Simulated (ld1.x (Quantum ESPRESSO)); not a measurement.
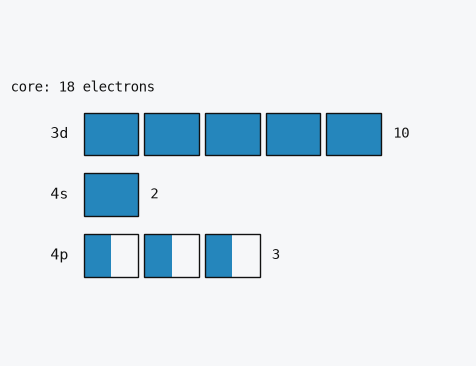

The valence shells of the reference configuration: a box for each of the 2l + 1 orbitals, shaded by the share of the shell that is filled, with the electron count at the right. The shells are those of the unaltered input.

## Pseudopotential generation, with input and output: Se

Selenium (Se, Z = 34), core [Ar], reference valence 3d10 4s2 4p3 (an ion of charge +1), valence charge 16. (This line and the method describe the unaltered input from which the odd one was made.) Computed at this level: TM potential, PBE, scalar-relativistic, made with ld1.x (Quantum ESPRESSO) 7.5.

**Input file**
```
 &input
   title='Se', zed=34., rel=1, dft='PBE', iswitch=3,
   config='[Ar] 3d10 4s2 4p3',
   nld=3, rlderiv=1.60, eminld=-7.0, emaxld=5.0, deld=0.02
 /
 &inputp
   pseudotype=2, tm=.true., lloc=2,
   nlcc=.false., new_core_ps=.true.,
   file_pseudopw='Se.UPF', file_wfcaegen='ae.wfc', file_wfcncgen='nc.wfc', file_beta='beta', file_chi='chi'
 /
3
4S  1  0   2.00   0.00  1.05  1.05  0.0
4P  2  1   3.00   0.00  1.45  1.45  0.0
3D  3  2  10.00   0.00  0.65  0.65  0.0
 &test
   configts(1)='3d10 4s2 4p3'
 /
```

Launched with:
```bash
ld1.x < Se.in > Se.out
```

**Output**
```
     Program LD1 v.7.5
     --------------------------- All-electron run ----------------------------

     Se
     scalar relativistic calculation

     atomic number is 34.00
     dft =PBE   lsd =0 sic =0 latt =0  beta=0.20 tr2=1.0E-14
     Exchange-correlation= PBE
                           (   1   4   3   4   0   0   0)
     mesh =1211 r(mesh) =  99.34906 a.u. xmin = -7.00 dx = 0.01250
     1 Ry =  13.60569312 eV, c = 137.03599908

     n l     nl                  e(Ry)          e(Ha)          e(eV)
     1 0     1S 1( 2.00)      -919.8926      -459.9463    -12515.7760
     2 0     2S 1( 2.00)      -118.9025       -59.4513     -1617.7511
     2 1     2P 1( 6.00)      -104.6751       -52.3375     -1424.1767
     3 0     3S 1( 2.00)       -16.4649        -8.2324      -224.0162
     3 1     3P 1( 6.00)       -12.0157        -6.0078      -163.4816
     3 2     3D 1(10.00)        -4.6752        -2.3376       -63.6095
     4 0     4S 1( 2.00)        -1.9741        -0.9870       -26.8586
     4 1     4P 1( 3.00)        -1.1324        -0.5662       -15.4065

     final scf error:  6.1E-15 reached in  42 iterations

     Etot =   -4859.133820 Ry,   -2429.566910 Ha,  -66111.883602 eV

     Ekin =    4958.464064 Ry,    2479.232032 Ha,   67463.340421 eV
     Encl =  -11689.664758 Ry,   -5844.832379 Ha, -159045.991409 eV
     Eh   =    2047.085726 Ry,    1023.542863 Ha,   27852.020187 eV
     Exc  =    -175.018853 Ry,     -87.509426 Ha,   -2381.252802 eV

     normalization and overlap integrals

     s(1S/1S) =  1.000000  <r> =   0.0441  <r2> =    0.0026  r(max) =   0.0287
     s(2S/2S) =  1.000000  <r> =   0.1959  <r2> =    0.0453  r(max) =   0.1651
     s(2P/2P) =  1.000000  <r> =   0.1711  <r2> =    0.0359  r(max) =   0.1318
     s(3S/3S) =  1.000000  <r> =   0.5740  <r2> =    0.3793  r(max) =   0.5021
     s(3P/3P) =  1.000000  <r> =   0.5895  <r2> =    0.4077  r(max) =   0.5021
     s(3D/3D) =  1.000000  <r> =   0.6299  <r2> =    0.4961  r(max) =   0.4544
     s(4S/4S) =  1.000000  <r> =   1.7448  <r2> =    3.4774  r(max) =   1.4898
     s(4P/4P) =  1.000000  <r> =   2.1203  <r2> =    5.2098  r(max) =   1.7527

     ------------------------ End of All-electron run ------------------------

     --------------------- Generating NC pseudopotential ---------------------

      Generating local pot.: lloc=2, matching radius rcloc =   0.6500

      Wfc   4S  rcut= 1.050  Using Troullier-Martins method

      Wfc   4P  rcut= 1.453  Using Troullier-Martins method

     ------------------- End of pseudopotential generation -------------------

     --------------------------- All-electron run ----------------------------

     Se
     scalar relativistic calculation

     atomic number is 34.00
     dft =PBE   lsd =0 sic =0 latt =0  beta=0.20 tr2=1.0E-14
     Exchange-correlation= PBE
                           (   1   4   3   4   0   0   0)
     mesh =1211 r(mesh) =  99.34906 a.u. xmin = -7.00 dx = 0.01250
     1 Ry =  13.60569312 eV, c = 137.03599908

     n l     nl                  e(Ry)          e(Ha)          e(eV)
     1 0     1S 1( 2.00)      -919.8926      -459.9463    -12515.7760
     2 0     2S 1( 2.00)      -118.9025       -59.4513     -1617.7511
     2 1     2P 1( 6.00)      -104.6751       -52.3375     -1424.1767
     3 0     3S 1( 2.00)       -16.4649        -8.2324      -224.0162
     3 1     3P 1( 6.00)       -12.0157        -6.0078      -163.4816
     3 2     3D 1(10.00)        -4.6752        -2.3376       -63.6095
     4 0     4S 1( 2.00)        -1.9741        -0.9870       -26.8586
     4 1     4P 1( 3.00)        -1.1324        -0.5662       -15.4065

     final scf error:  6.1E-15 reached in  42 iterations

     Etot =   -4859.133820 Ry,   -2429.566910 Ha,  -66111.883602 eV

     Ekin =    4958.464064 Ry,    2479.232032 Ha,   67463.340421 eV
     Encl =  -11689.664758 Ry,   -5844.832379 Ha, -159045.991409 eV
     Eh   =    2047.085726 Ry,    1023.542863 Ha,   27852.020187 eV
     Exc  =    -175.018853 Ry,     -87.509426 Ha,   -2381.252802 eV

     normalization and overlap integrals

     s(1S/1S) =  1.000000  <r> =   0.0441  <r2> =    0.0026  r(max) =   0.0287
     s(2S/2S) =  1.000000  <r> =   0.1959  <r2> =    0.0453  r(max) =   0.1651
     s(2P/2P) =  1.000000  <r> =   0.1711  <r2> =    0.0359  r(max) =   0.1318
     s(3S/3S) =  1.000000  <r> =   0.5740  <r2> =    0.3793  r(max) =   0.5021
     s(3P/3P) =  1.000000  <r> =   0.5895  <r2> =    0.4077  r(max) =   0.5021
     s(3D/3D) =  1.000000  <r> =   0.6299  <r2> =    0.4961  r(max) =   0.4544
     s(4S/4S) =  1.000000  <r> =   1.7448  <r2> =    3.4774  r(max) =   1.4898
     s(4P/4P) =  1.000000  <r> =   2.1203  <r2> =    5.2098  r(max) =   1.7527

     ------------------------ End of All-electron run ------------------------

     Computing logarithmic derivative in   1.59585
     Computing logarithmic derivative in   1.59585
     Computing the partial wave expansion
     R is outside the sphere for l=    0 j= 0.00
     R is outside the sphere for l=    1 j= 0.00
       no projector for channel:   2

     ---------------------- Testing the pseudopotential ----------------------

     Se
     scalar relativistic calculation

     atomic number is 34.00   valence charge is 16.00
     dft =PBE   lsd =0 sic =0 latt =0  beta=0.20 tr2=1.0E-14
     mesh =1211 r(mesh) =  99.34906 xmin = -7.00 dx = 0.01250

     n l     nl             e AE (Ry)        e PS (Ry)    De AE-PS (Ry)
     3 2     3D   1(10.00)       -4.67522       -4.67525        0.00003
     1 0     4S   1( 2.00)       -1.97407       -1.97404       -0.00003
     2 1     4P   1( 3.00)       -1.13236       -1.13235       -0.00001

     eps = 5.4E-15  iter = 24

     Etot =   -4859.133820 Ry,   -2429.566910 Ha,  -66111.883602 eV
     Etotps =  -261.008968 Ry,    -130.504484 Ha,   -3551.207922 eV

     Ekin =     363.006206 Ry,     181.503103 Ha,    4938.951043 eV
     Encl =    -820.571311 Ry,    -410.285656 Ha,  -11164.441447 eV
     Ehrt =     215.287327 Ry,     107.643663 Ha,    2929.133302 eV
     Ecxc =     -27.921725 Ry,     -13.960862 Ha,    -379.894418 eV
     Epseu=       9.190535 Ry,       4.595267 Ha,     125.043598 eV

     ---------------------- End of pseudopotential test ----------------------
```

**What the run reported**

| quantity | value |
| --- | --- |
| outcome | generated |
| hardware | 1 CPU thread, shared host |
| wall time | 1.5 s |

**What is odd here**

One thing in this input was made odd on purpose: new_core_ps set without nlcc. The program ran to the end. The all-electron atom is untouched: its total energy equals that from the unaltered input (−4859.1338 Ry). The pseudo-atom's energy and levels in the reference configuration are also those from the unaltered input, so the oddity leaves no trace there. The pseudo-atom meets the occupied all-electron levels that the test lists within 0.00003 Ry. No test for ghost states or cutoffs was run on this potential, so its soundness isn't shown.
